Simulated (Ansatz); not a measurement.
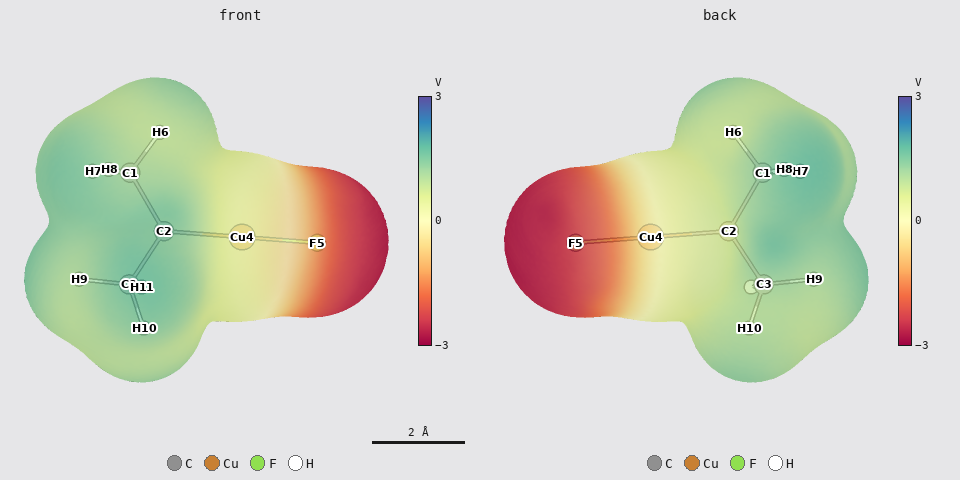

Figure 1: C₃H₆CuF. The electrostatic potential painted on the density surface at 0.002 e/bohr³, seen from the front and from behind; the colour scale runs from red (negative) to blue (positive).

Geometry: B3LYP-D3(BJ)/def2-SVP.

These are results of isolated molecule in a Gaussian basis; Kohn-Sham density functional theory, functional PBE0 (Ansatz), not measurements.

Input file:

```
basis:
  gaussian: {orbitals: def2-TZVPD}
crystal:
  periodic: [false, false, false]
  atoms:
    - {symbol: C, position_ang: [-1.359568, -0.418591, 0.260172]}
    - {symbol: C, position_ang: [-0.090683, -0.660951, -0.464749]}
    - {symbol: C, position_ang: [-0.128176, -1.806038, -1.403727]}
    - {symbol: Cu, position_ang: [1.398197, 0.368124, -0.220888]}
    - {symbol: F, position_ang: [2.829494, 1.358305, 0.012960]}
    - {symbol: H, position_ang: [-1.226259, 0.070568, 1.235511]}
    - {symbol: H, position_ang: [-2.020992, -1.300700, 0.340952]}
    - {symbol: H, position_ang: [-1.894881, 0.318141, -0.378479]}
    - {symbol: H, position_ang: [-1.138918, -2.079886, -1.758076]}
    - {symbol: H, position_ang: [0.577245, -1.715072, -2.241863]}
    - {symbol: H, position_ang: [0.233916, -2.662796, -0.793678]}
hamiltonian: {xc: {name: PBE0}}
output: {forces: true, orbitals: {seedname: orbitals}}
```

Run with:

```sh
ansatz run input.yaml --threads 2 --pin off --max-ram 4350MiB --events-out events.jsonl --progress --plain --runs-dir runs
```

> Describe the electrostatic potential map.

The most negative region (about −2.7 V) lies over F5, the most positive (about +1.7 V) over H8 and H11.
